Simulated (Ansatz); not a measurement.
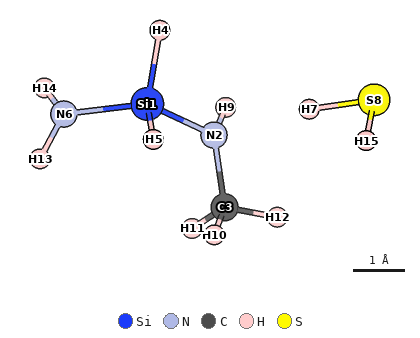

**Figure 1.** The structure as given in the input (ball-and-stick view, seen at a tilt; atoms are numbered from 1 in the order of the input).

**Run report: CH$_{10}$N$_{2}$SSi, nudged elastic band (part 1 of 2)**

CH$_{10}$N$_{2}$SSi, computed with RKS B3LYP/6-31G* (Ansatz 0.2.0).

It belongs to a series of runs on one base structure; here: band between the two ends. Figures and captions count atoms from 1; the log counts them from 0 in places.

### Input
```yaml
crystal:
  periodic: [false, false, false]
  atoms:
    - { symbol: Si, position_ang: [0.533832, 0.866041, -0.896719] }
    - { symbol: "N", position_ang: [0.344471, -0.290643, 0.405463] }
    - { symbol: C, position_ang: [-0.487831, -1.490105, 0.282921] }
    - { symbol: H, position_ang: [1.345718, 1.952035, -0.296419] }
    - { symbol: H, position_ang: [-0.849811, 1.25197, -1.26975] }
    - { symbol: "N", position_ang: [1.303929, 0.44541, -2.391097] }
    - { symbol: H, position_ang: [-0.625632, 0.670436, 2.092693] }
    - { symbol: S, position_ang: [-1.243143, 1.058237, 3.247845] }
    - { symbol: H, position_ang: [1.180618, -0.46801, 0.95603] }
    - { symbol: H, position_ang: [-1.401645, -1.237979, -0.266279] }
    - { symbol: H, position_ang: [0.005975, -2.316993, -0.248996] }
    - { symbol: H, position_ang: [-0.790063, -1.851248, 1.272871] }
    - { symbol: H, position_ang: [0.819207, -0.100975, -3.093595] }
    - { symbol: H, position_ang: [2.304448, 0.292389, -2.438317] }
    - { symbol: H, position_ang: [-2.43987, 1.219337, 2.643346] }
basis:
  gaussian: { orbitals: "6-31G*" }
hamiltonian:
  xc: b3lyp
neb:
  order_check: false
  images: 5
  f_tol: 0.05
  max_iterations: 60
  final_atoms:
    - { symbol: Si, position_ang: [0.02656335, 2.23025556, -0.71301788] }
    - { symbol: "N", position_ang: [0.38036707, -1.44798195, 0.53862229] }
    - { symbol: C, position_ang: [-0.6004168, -2.51540096, 0.30173777] }
    - { symbol: H, position_ang: [0.63244159, 3.4913707, -1.21102383] }
    - { symbol: H, position_ang: [-1.37165517, 2.12318266, -1.20718777] }
    - { symbol: "N", position_ang: [1.0277585, 0.94271466, -1.22816954] }
    - { symbol: H, position_ang: [0.00832657, -0.77080128, 1.20535124] }
    - { symbol: S, position_ang: [-0.17676245, 2.27094275, 1.47363192] }
    - { symbol: H, position_ang: [1.21668691, -1.83593963, 0.97294653] }
    - { symbol: H, position_ang: [-1.50037962, -2.080328, -0.14394044] }
    - { symbol: H, position_ang: [-0.18896905, -3.23014587, -0.41831608] }
    - { symbol: H, position_ang: [-0.90218165, -3.07347466, 1.20248339] }
    - { symbol: H, position_ang: [0.88901345, 0.00407068, -0.83263128] }
    - { symbol: H, position_ang: [1.99608047, 1.1321874, -1.45225598] }
    - { symbol: H, position_ang: [-1.43667015, 2.75924996, 1.51176664] }
  initial_path:
    images:
      - { positions_ang: [[0.533832, 0.866041, -0.896719], [0.344471, -0.290643, 0.405463], [-0.487831, -1.490105, 0.282921], [1.345718, 1.952035, -0.296419], [-0.849811, 1.25197, -1.26975], [1.303929, 0.44541, -2.391097], [-0.625632, 0.670436, 2.092693], [-1.243143, 1.058237, 3.247845], [1.180618, -0.46801, 0.95603], [-1.401645, -1.237979, -0.266279], [0.005975, -2.316993, -0.248996], [-0.790063, -1.851248, 1.272871], [0.819207, -0.100975, -3.093595], [2.304448, 0.292389, -2.438317], [-2.43987, 1.219337, 2.643346]] }
      - { positions_ang: [[0.39195879, 0.96277111, -0.78049752], [0.27802764, -0.42615735, 0.43464315], [-0.5878623, -1.58493163, 0.26942531], [0.98335257, 2.16879362, -0.46096056], [-0.98457347, 1.10757767, -1.1669438], [1.38884136, 0.51294312, -2.03427569], [-0.44339528, 0.44268373, 1.93438078], [-0.87412925, 1.29174983, 2.79580021], [1.14987456, -0.66217466, 0.83668446], [-1.53385629, -1.28232712, -0.11101303], [-0.18686994, -2.29825255, -0.40377543], [-0.77631889, -2.07784667, 1.19222313], [1.11475039, -0.17298216, -2.58336532], [2.19334886, 0.61532332, -2.29281658], [-2.11294574, 1.40273173, 2.37048788]] }
      - { positions_ang: [[0.25008557, 1.05950122, -0.66427605], [0.21158427, -0.5616717, 0.46382331], [-0.68789359, -1.67975825, 0.25592962], [0.62098713, 2.38555224, -0.62550212], [-1.11933594, 0.96318535, -1.06413761], [1.47375373, 0.58047624, -1.67745439], [-0.26115855, 0.21493146, 1.77606856], [-0.50511549, 1.52526265, 2.34375543], [1.11913111, -0.85633932, 0.71733892], [-1.66606758, -1.32667524, 0.04425294], [-0.37971489, -2.27951209, -0.55855485], [-0.76257478, -2.30444535, 1.11157527], [1.41029378, -0.24498931, -2.07313564], [2.08224972, 0.93825765, -2.14731615], [-1.78602149, 1.58612647, 2.09762977]] }
      - { positions_ang: [[0.10821236, 1.15623133, -0.54805457], [0.14514091, -0.69718604, 0.49300346], [-0.78792489, -1.77458488, 0.24243393], [0.2586217, 2.60231086, -0.79004368], [-1.25409841, 0.81879302, -0.96133141], [1.55866609, 0.64800935, -1.32063308], [-0.07892183, -0.01282081, 1.61775634], [-0.13610174, 1.75877548, 1.89171064], [1.08838767, -1.05050398, 0.59799339], [-1.79827887, -1.37102337, 0.19951891], [-0.57255983, -2.26077164, -0.71333428], [-0.74883067, -2.53104402, 1.0309274], [1.70583717, -0.31699647, -1.56290597], [1.97115058, 1.26119197, -2.00181573], [-1.45909723, 1.7695212, 1.82477165]] }
      - { positions_ang: [[0.08099602, 1.51423941, -0.60304234], [0.22354963, -0.94745135, 0.50820974], [-0.72542219, -2.02152357, 0.26220188], [0.38322833, 2.89866414, -0.9303704], [-1.29328399, 1.25358956, -1.04328353], [1.38169689, 0.74624445, -1.2898119], [-0.04983903, -0.26548096, 1.48028798], [-0.14965531, 1.9294979, 1.75235106], [1.13115408, -1.31231587, 0.72297777], [-1.69897912, -1.60745825, 0.08503246], [-0.44469624, -2.58389638, -0.61499488], [-0.79994767, -2.71185423, 1.08811273], [1.43356259, -0.20997409, -1.31948107], [1.97946054, 1.21819045, -1.81862915], [-1.45162154, 2.09943079, 1.72043665]] }
      - { positions_ang: [[0.05377968, 1.87224748, -0.65803011], [0.30195835, -1.19771665, 0.52341602], [-0.66291949, -2.26846227, 0.28196982], [0.50783496, 3.19501742, -1.07069711], [-1.33246958, 1.68838611, -1.12523565], [1.2047277, 0.84447955, -1.25899072], [-0.02075623, -0.51814112, 1.34281961], [-0.16320888, 2.10022032, 1.61299149], [1.1739205, -1.57412775, 0.84796215], [-1.59967937, -1.84389312, -0.02945399], [-0.31683265, -2.90702113, -0.51665548], [-0.85106466, -2.89266445, 1.14529806], [1.16128802, -0.10295171, -1.07605617], [1.98777051, 1.17518892, -1.63544256], [-1.44414584, 2.42934037, 1.61610165]] }
      - { positions_ang: [[0.02656335, 2.23025556, -0.71301788], [0.38036707, -1.44798195, 0.53862229], [-0.6004168, -2.51540096, 0.30173777], [0.63244159, 3.4913707, -1.21102383], [-1.37165517, 2.12318266, -1.20718777], [1.0277585, 0.94271466, -1.22816954], [0.00832657, -0.77080128, 1.20535124], [-0.17676245, 2.27094275, 1.47363192], [1.21668691, -1.83593963, 0.97294653], [-1.50037962, -2.080328, -0.14394044], [-0.18896905, -3.23014587, -0.41831608], [-0.90218165, -3.07347466, 1.20248339], [0.88901345, 0.00407068, -0.83263128], [1.99608047, 1.1321874, -1.45225598], [-1.43667015, 2.75924996, 1.51176664]] }
```

Launch command:
```bash
ansatz run input.yaml --threads 2 --pin off --max-ram 3072MiB --backend cpu --events-out ev --progress --plain --runs-dir out
```

### The program's output
```
Engine: ansatz 0.2.0, aarch64-unknown-linux-gnu
Functional definition: B3LYP
  parameter a0 = 0.2
  parameter ax = 0.72
  parameter ac = 0.81
  exchange = (1 - a0 - ax)*slater_x + ax*b88_x + a0*exact_x
  correlation = (1 - ac)*vwn_rpa_c + ac*lyp_c
1176 factors; integrals over basis functions are off by at most 5.8e-4 eV
mean field evaluation 1: about -22883.3147 eV, gradient 7.3e1 eV
mean field evaluation 2: about -22870.4399 eV, gradient 1.0e2 eV
mean field evaluation 4: about -22894.0891 eV, gradient 4.1e0 eV
mean field evaluation 8: about -22894.1407 eV, gradient 6.2e-2 eV
mean field -22894.14074473 eV, -841.3441541630 hartree, gradient 4.4e-5 eV, S^2 0.000000; 0 other end points of the search recorded, 0 dependent functions left out
the calculation of the forces begins
reference -22894.14103062 eV, -841.3441646693 hartree; 30, 30 occupied and 73, 73 virtual orbitals, 1176 factors
1176 factors; integrals over basis functions are off by at most 8.0e-4 eV
mean field evaluation 16: about -22883.8342 eV, gradient 7.2e1 eV
mean field -22894.38621018 eV, -841.3531748517 hartree, gradient 1.7e-5 eV, S^2 0.000000; 0 other end points of the search recorded, 0 dependent functions left out
[... from here on the field's lines of each further geometry are left out, up to the last ...]
NEB iter   1: max|band force component| = 1.194e1 eV/Å  barrier→ = 3.0694 eV  barrier← = 3.3149 eV  Δτ_max = 0.2000 Å  (186 SCF iters)
NEB iter   2: max|band force component| = 1.864e0 eV/Å  barrier→ = 1.1054 eV  barrier← = 1.3509 eV  Δτ_max = 0.2000 Å  (142 SCF iters)
NEB iter   3: max|band force component| = 9.172e0 eV/Å  barrier→ = 1.6623 eV  barrier← = 1.9078 eV  Δτ_max = 0.1016 Å  (146 SCF iters)
NEB iter   4: max|band force component| = 8.412e-1 eV/Å  barrier→ = 0.8103 eV  barrier← = 1.0558 eV  Δτ_max = 0.1979 Å  (144 SCF iters)
NEB iter   5: max|band force component| = 6.866e-1 eV/Å  barrier→ = 0.7659 eV  barrier← = 1.0114 eV  Δτ_max = 0.1285 Å  (138 SCF iters)
NEB iter   6: max|band force component| = 7.538e-1 eV/Å  barrier→ = 0.6666 eV  barrier← = 0.9121 eV  Δτ_max = 0.0650 Å  (141 SCF iters)
NEB iter   7: max|band force component| = 3.770e-1 eV/Å  barrier→ = 0.6064 eV  barrier← = 0.8518 eV  CI = image 3  Δτ_max = 0.1296 Å  (146 SCF iters)
NEB iter   8: max|band force component| = 3.926e-1 eV/Å  barrier→ = 0.7629 eV  barrier← = 1.0084 eV  CI = image 3  Δτ_max = 0.0649 Å  (142 SCF iters)
NEB iter   9: max|band force component| = 3.384e-1 eV/Å  barrier→ = 0.8145 eV  barrier← = 1.0600 eV  CI = image 3  Δτ_max = 0.0648 Å  (143 SCF iters)
NEB iter  10: max|band force component| = 3.103e-1 eV/Å  barrier→ = 0.8343 eV  barrier← = 1.0798 eV  CI = image 3  Δτ_max = 0.1292 Å  (143 SCF iters)
NEB iter  11: max|band force component| = 3.350e-1 eV/Å  barrier→ = 0.8431 eV  barrier← = 1.0886 eV  CI = image 3  Δτ_max = 0.1289 Å  (141 SCF iters)
NEB iter  12: max|band force component| = 5.050e-1 eV/Å  barrier→ = 0.8281 eV  barrier← = 1.0735 eV  CI = image 3  Δτ_max = 0.1289 Å  (140 SCF iters)
NEB iter  13: max|band force component| = 5.382e-1 eV/Å  barrier→ = 0.8218 eV  barrier← = 1.0672 eV  CI = image 3  Δτ_max = 0.1707 Å  (137 SCF iters)
NEB iter  14: max|band force component| = 2.155e-1 eV/Å  barrier→ = 0.7890 eV  barrier← = 1.0345 eV  CI = image 3  Δτ_max = 0.1996 Å  (141 SCF iters)
NEB iter  15: max|band force component| = 4.991e-1 eV/Å  barrier→ = 0.7795 eV  barrier← = 1.0249 eV  CI = image 3  Δτ_max = 0.1001 Å  (140 SCF iters)
NEB iter  16: max|band force component| = 7.480e-1 eV/Å  barrier→ = 0.8041 eV  barrier← = 1.0495 eV  CI = image 3  Δτ_max = 0.0503 Å  (142 SCF iters)
NEB iter  17: max|band force component| = 6.952e-1 eV/Å  barrier→ = 0.7972 eV  barrier← = 1.0427 eV  CI = image 3  Δτ_max = 0.0998 Å  (144 SCF iters)
NEB iter  18: max|band force component| = 5.139e-1 eV/Å  barrier→ = 0.7842 eV  barrier← = 1.0297 eV  CI = image 3  Δτ_max = 0.1977 Å  (141 SCF iters)
NEB iter  19: max|band force component| = 2.121e-1 eV/Å  barrier→ = 0.7617 eV  barrier← = 1.0071 eV  CI = image 3  Δτ_max = 0.1316 Å  (140 SCF iters)
NEB iter  20: max|band force component| = 3.119e-1 eV/Å  barrier→ = 0.7512 eV  barrier← = 0.9967 eV  CI = image 3  Δτ_max = 0.0668 Å  (143 SCF iters)
NEB iter  21: max|band force component| = 2.672e-1 eV/Å  barrier→ = 0.7453 eV  barrier← = 0.9908 eV  CI = image 3  Δτ_max = 0.0668 Å  (143 SCF iters)
NEB iter  22: max|band force component| = 1.911e-1 eV/Å  barrier→ = 0.7396 eV  barrier← = 0.9850 eV  CI = image 3  Δτ_max = 0.1337 Å  (140 SCF iters)
NEB iter  23: max|band force component| = 1.523e-1 eV/Å  barrier→ = 0.7367 eV  barrier← = 0.9821 eV  CI = image 3  Δτ_max = 0.1364 Å  (142 SCF iters)
NEB iter  24: max|band force component| = 5.440e-1 eV/Å  barrier→ = 0.7354 eV  barrier← = 0.9809 eV  CI = image 3  Δτ_max = 0.0670 Å  (141 SCF iters)
NEB iter  25: max|band force component| = 1.065e-1 eV/Å  barrier→ = 0.7331 eV  barrier← = 0.9785 eV  CI = image 3  Δτ_max = 0.1327 Å  (134 SCF iters)
NEB iter  26: max|band force component| = 7.800e-1 eV/Å  barrier→ = 0.7338 eV  barrier← = 0.9792 eV  CI = image 3  Δτ_max = 0.0675 Å  (135 SCF iters)
NEB iter  27: max|band force component| = 1.044e-1 eV/Å  barrier→ = 0.7340 eV  barrier← = 0.9795 eV  CI = image 3  Δτ_max = 0.0601 Å  (138 SCF iters)
NEB iter  28: max|band force component| = 5.010e-2 eV/Å  barrier→ = 0.7336 eV  barrier← = 0.9791 eV  CI = image 3  Δτ_max = 0.0263 Å  (128 SCF iters)
NEB iter  29: max|band force component| = 5.065e-2 eV/Å  barrier→ = 0.7334 eV  barrier← = 0.9788 eV  CI = image 3  Δτ_max = 0.0132 Å  (129 SCF iters)
the calculation of the forces begins
reference -22894.16303217 eV, -841.3449732111 hartree; 30, 30 occupied and 73, 73 virtual orbitals, 1176 factors
1176 factors; integrals over basis functions are off by at most 6.0e-4 eV
mean field evaluation 1184: about -22893.3540 eV, gradient 4.1e0 eV
mean field -22893.40742766 eV, -841.3172052575 hartree, gradient 9.0e-6 eV, S^2 0.000000; 1 other end points of the search recorded, 0 dependent functions left out
the calculation of the forces begins
reference -22893.40768637 eV, -841.3172147652 hartree; 30, 30 occupied and 73, 73 virtual orbitals, 1176 factors
NEB iter  30: max|band force component| = 2.405e-2 eV/Å  barrier→ = 0.7333 eV  barrier← = 0.9788 eV  CI = image 3  Δτ_max = 0.0000 Å  (249 SCF iters)
```
